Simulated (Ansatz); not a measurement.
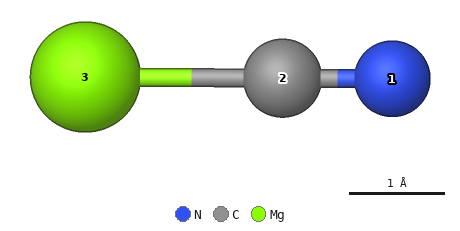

The starting point is MgCN (multiplicity 2). The picture is a ball-and-stick view, seen face on.

All numbers below come from UKS r2SCAN-D4/def2-TZVPP in Ansatz. 

The variant: All atoms are moved at random (σ = 0.02 Å) from the PBE0-D4/def2-TZVP minimum.

Predict the response.

The energy rises by 0.036 eV. The largest force is 3.2 eV/Å, on C2. At other levels of theory the same distortion costs 0.054 eV (UKS PBE-D4/def2-TZVPP), 0.027 eV (UKS PBE0-D4/def2-TZVPP), 0.022 eV (UKS wB97M-V/def2-TZVPP), 0.057 eV (UHF-CCSD(T), frozen core/def2-TZVPP). Some distances before and after: N1–C2 1.157 → 1.137 Å, C2–Mg3 2.078 → 2.095 Å. Bond angles that change, for instance: N1–C2–Mg3 180.0° → 177.5°.
